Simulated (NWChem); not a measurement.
**CH2I2 (diiodomethane): levels of theory compared**

Aim: a comparison of 6 runs (BLYP/def2-SVP, CAM-B3LYP/def2-SVP, PBE0/def2-SVP, SVWN5/def2-SVP, r2SCAN/def2-SVP, wB97X/def2-SVP) of CH2I2 (diiodomethane). 

The calculation is run with NWChem 7.3.0.

**1. The molecule**

CH2I2: 5 atoms, total charge 0, spin state singlet. As SMILES, `ICI`. Geometry: relaxed at PBE0-D4/def2-TZVP.

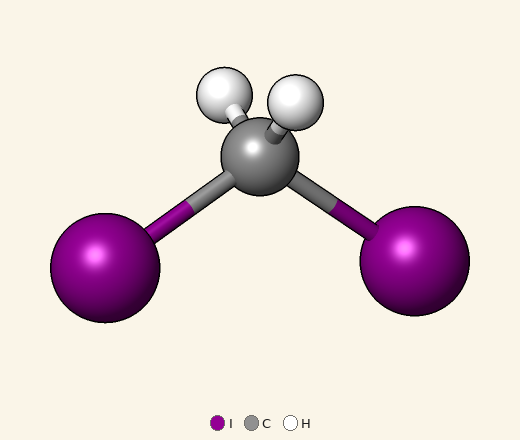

Viewed from a chosen angle; iodine purple, carbon grey, hydrogen white.

**2. Energy and forces at BLYP/def2-SVP (core potential) (run 1)**

ch2i2.nw

```
echo
start ch2i2
title "CH2I2 BLYP"
memory stack 880 mb heap 220 mb global 1100 mb
geometry units angstroms noautosym nocenter noautoz
I       -0.649400      -0.998600       1.624400
C       -0.133200       0.090700      -0.122200
I        1.923900       0.045000      -0.642100
H       -0.403500       1.126400       0.047700
H       -0.688000      -0.337100      -0.949100
end
basis spherical bse
* library def2-SVP
end
ecp bse
I library def2-SVP
end
dft
xc becke88 lyp
mult 1
grid xfine
convergence energy 1e-08
iterations 100
mulliken
end
task dft gradient
```

The run is started by

```sh
$ nwchem ch2i2.nw > ch2i2.out
```

The program printed:

```text
[...]
          Wavefunction type:  closed shell.
          No. of atoms     :     5
          No. of electrons :    58
[...]
          Charge           :     0
          Spin multiplicity:     1
[...]
          AO basis - number of functions:    76
[...]
              XC Information
              --------------
                    Becke 1988 Exchange Functional  1.000
              Lee-Yang-Parr Correlation Functional  1.000
[...]
 d= 0,ls=0.0,diis     1   -634.4556542931 -8.28D+02  2.17D-02  5.41D-01     4.5
[...]
 d= 0,ls=0.0,diis     8   -634.5290543409  1.41D-09  2.99D-06  3.16D-08    29.8
         Total DFT energy =     -634.529054340863
      One electron energy =    -1473.317777376131
           Coulomb energy =      696.124503029346
    Exchange-Corr. energy =      -50.478583858321
 Nuclear repulsion energy =      193.142803864244
[...]
      Total Density - Mulliken Population Analysis
     ---------------------------------------------
    Atom       Charge   Shell Charges
 -----------   ------   -------------------------------------------------------
    1 I   25    24.98   0.22  1.83  1.39  0.53  3.11  2.94  2.59  2.33  9.79  0.26
    2 C    6     6.26   1.99  0.96  0.29  2.02  0.97  0.03
    3 I   25    24.98   0.22  1.83  1.39  0.53  3.11  2.94  2.59  2.33  9.79  0.26
    4 H    1     0.89   0.73  0.14  0.02
    5 H    1     0.89   0.73  0.14  0.02
[...]
  wavefunction    = closed shell
                         DFT ENERGY GRADIENTS
    atom               coordinates                        gradient
                 x          y          z           x          y          z
   1 I      -1.227188  -1.887080   3.069671    0.007424   0.010115  -0.016969
   2 C      -0.251712   0.171398  -0.230925    0.002515  -0.001875   0.002021
   3 I       3.635644   0.085038  -1.213393   -0.019844  -0.000951   0.007061
   4 H      -0.762504   2.128587   0.090140    0.003547  -0.010874  -0.000984
   5 H      -1.300131  -0.637027  -1.793539    0.006358   0.003586   0.008871
[...]
```

Wall time 38 s (1 thread of Intel Xeon Platinum 8259CL at 2.50GHz (Skylake/Cascade Lake), shared host); peak memory 0.14 GiB.

**3. Energy and forces at CAM-B3LYP/def2-SVP (core potential) (run 2)**

ch2i2.nw

```
start ch2i2
memory 2200 mb
charge 0

geometry noautosym nocenter noautoz
I       -0.649400      -0.998600       1.624400
C       -0.133200       0.090700      -0.122200
I        1.923900       0.045000      -0.642100
H       -0.403500       1.126400       0.047700
H       -0.688000      -0.337100      -0.949100
end

basis "ao basis" spherical bse
* library def2-SVP
end

ecp bse
I library def2-SVP
end

dft
xc xcamb88 1.00 lyp 0.81 vwn_5 0.19 hfexch 1.00
cam 0.33 cam_alpha 0.19 cam_beta 0.46
grid xfine
convergence energy 1e-08
direct
iterations 100
mulliken
end

task dft gradient
```

The run is started by

```sh
$ nwchem ch2i2.nw > ch2i2.out
```

The program printed:

```text
[...]
          Wavefunction type:  closed shell.
          No. of atoms     :     5
          No. of electrons :    58
[...]
          Charge           :     0
          Spin multiplicity:     1
[...]
          AO basis - number of functions:    76
[...]
              XC Information
              --------------
                     Hartree-Fock (Exact) Exchange  1.000
                   CAM-Becke88 Exchange Functional  1.000
                      VWN V Correlation Functional  0.190 local
              Lee-Yang-Parr Correlation Functional  0.810
[...]
 d= 0,ls=0.0,diis     1   -634.5791569614 -8.28D+02  1.31D-02  4.39D-01     7.0
[...]
 d= 0,ls=0.0,diis     8   -634.6434197517 -8.59D-09  2.14D-06  1.51D-08    52.3
         Total DFT energy =     -634.643419751660
      One electron energy =    -1473.303641838020
           Coulomb energy =      696.113153678647
    Exchange-Corr. energy =      -50.595735456531
 Nuclear repulsion energy =      193.142803864244
[...]
      Total Density - Mulliken Population Analysis
     ---------------------------------------------
    Atom       Charge   Shell Charges
 -----------   ------   -------------------------------------------------------
    1 I   25    24.97   0.22  1.83  1.32  0.59  3.12  2.93  2.62  2.29  9.79  0.25
    2 C    6     6.31   1.99  0.93  0.33  2.01  1.03  0.03
    3 I   25    24.97   0.22  1.83  1.32  0.59  3.12  2.93  2.62  2.29  9.79  0.25
    4 H    1     0.87   0.72  0.13  0.02
    5 H    1     0.87   0.72  0.13  0.02
[...]
  wavefunction    = closed shell
[...]
                         DFT ENERGY GRADIENTS
    atom               coordinates                        gradient
                 x          y          z           x          y          z
   1 I      -1.227188  -1.887080   3.069671    0.002585   0.003102  -0.005292
   2 C      -0.251712   0.171398  -0.230925   -0.002556   0.001858  -0.002014
   3 I       3.635644   0.085038  -1.213393   -0.006161  -0.000452   0.002425
   4 H      -0.762504   2.128587   0.090140    0.002392  -0.005721   0.000076
   5 H      -1.300131  -0.637027  -1.793539    0.003740   0.001214   0.004806
[...]
```

Wall time 78 s (1 thread of Intel Xeon Platinum 8259CL at 2.50GHz (Skylake/Cascade Lake), shared host); peak memory 0.16 GiB.

Runs 3 to 5 aren't shown in full; the table further down has their settings and results.

**4. Energy and gradient at wB97X/def2-SVP (core potential) (run 6)**

run.py

```python
from ase import Atoms
from ase.calculators.nwchem import NWChem

system = Atoms(['I', 'C', 'I', 'H', 'H'], positions=[
    [-0.649400, -0.998600, 1.624400],
    [-0.133200, 0.090700, -0.122200],
    [1.923900, 0.045000, -0.642100],
    [-0.403500, 1.126400, 0.047700],
    [-0.688000, -0.337100, -0.949100],
])

calc = NWChem(
    label='ch2i2',
    theory='dft',
    memory='2200 mb',
    basis='def2-SVP',
    basispar='spherical bse',
    dft={'xc': 'wb97x', 'mult': '1', 'grid': 'xfine', 'convergence': 'energy 1e-08', 'iterations': '100', 'mulliken': None},
    **{'ecp bse': {'I library': 'def2-SVP'}},
)
system.calc = calc

forces = system.get_forces()
e = system.get_potential_energy()
print(f"E = {e:.6f} eV")
print("forces (eV/A):")
for s, f in zip(system.symbols, forces):
    print(f"{s:2s} {f[0]:10.5f} {f[1]:10.5f} {f[2]:10.5f}")
print("dipole (e A):", system.get_dipole_moment().round(4))
```

The run is started by

```sh
$ export ASE_NWCHEM_COMMAND="nwchem PREFIX.nwi > PREFIX.nwo"
$ python run.py
```

The program printed:

```text
E = -17272.362330 eV
forces (eV/A):
I    -0.06525   -0.08300    0.14054
C     0.29845   -0.21854    0.23649
I     0.16316    0.01003   -0.06140
H    -0.15648    0.36031   -0.01152
H    -0.23988   -0.06880   -0.30406
dipole (e A): [-0.1524  0.1122 -0.1213]
```

The calculator wrote ch2i2.nwi:

```
title "ch2i2"

permanent_dir ch2i2

scratch_dir ch2i2

start ch2i2

geometry units angstrom nocenter noautosym noautoz
  I  -6.4939999999999998e-01 -9.9860000000000004e-01 1.6244000000000001e+00
  C  -1.3320000000000001e-01 9.0700000000000003e-02 -1.2220000000000000e-01
  I  1.9238999999999999e+00 4.4999999999999998e-02 -6.4210000000000000e-01
  H  -4.0350000000000003e-01 1.1264000000000001e+00 4.7699999999999999e-02
  H  -6.8799999999999994e-01 -3.3710000000000001e-01 -9.4910000000000005e-01
end

memory 2200 mb

basis spherical bse noprint
   * library def2-SVP
end

dft
  xc wb97x
  mult 1
  grid xfine
  convergence energy 1e-08
  iterations 100
  mulliken
end
ecp bse
  I library def2-SVP
end

task dft gradient
```

ch2i2.nwo, cut to the lines that bear on the results:

```text
[...]
         Total DFT energy =     -634.747613179318
[...]
  wavefunction    = closed shell
[...]
                         DFT ENERGY GRADIENTS
    atom               coordinates                        gradient
                 x          y          z           x          y          z
   1 I      -1.227188  -1.887080   3.069671    0.001269   0.001614  -0.002733
   2 C      -0.251712   0.171398  -0.230925   -0.005804   0.004250  -0.004599
   3 I       3.635644   0.085038  -1.213393   -0.003173  -0.000195   0.001194
   4 H      -0.762504   2.128587   0.090140    0.003043  -0.007007   0.000224
   5 H      -1.300131  -0.637027  -1.793539    0.004665   0.001338   0.005913
[...]
```

Wall time 1.7 min (1 thread of Intel Xeon Platinum 8259CL at 2.50GHz (Skylake/Cascade Lake), shared host); peak memory 0.16 GiB.

**5. The series**

| run | level | energy (Eh) | dipole moment (D) | HOMO energy (eV) | LUMO energy (eV) | wall time |
| --- | --- | --- | --- | --- | --- | --- |
| 1 | BLYP/def2-SVP (core potential) | -634.529054 | 1.05 | -5.89 | -2.38 | 38 s |
| 2 | CAM-B3LYP/def2-SVP (core potential) | -634.643420 | 1.11 | -8.46 | -0.55 | 78 s |
| 3 | PBE0/def2-SVP (core potential) | -634.644145 | 1.12 | -7.28 | -1.71 | 38 s |
| 4 | SVWN5/def2-SVP (core potential) | -633.475327 | 1.12 | -6.27 | -2.72 | 26 s |
| 5 | r2SCAN/def2-SVP (core potential) | -634.871359 | 1.17 | – | – | 52 s |
| 6 | wB97X/def2-SVP (core potential) | -634.747613 | 1.08 | -9.44 | 0.45 | 1.7 min |

**6. What came out**

```
                       quantity          value
            run 6: total energy  -634.74761 Eh
           run 6: dipole moment         1.08 D
             run 6: HOMO energy       -9.44 eV
             run 6: LUMO energy        0.45 eV
           run 6: HOMO–LUMO gap        9.89 eV
run 6: largest force on an atom     0.439 eV/Å
```

**Reading.** The dipole moment (its size) runs from 1.05 D (BLYP/def2-SVP) to 1.17 D (r2SCAN/def2-SVP). Over runs 1, 2, 3, 4, 6 the HOMO–LUMO gap runs from 3.51 eV (BLYP/def2-SVP) to 9.89 eV (wB97X/def2-SVP). Totals of different functionals can't be ranked against each other. All runs together took 5.6 min, the longest 1.7 min.
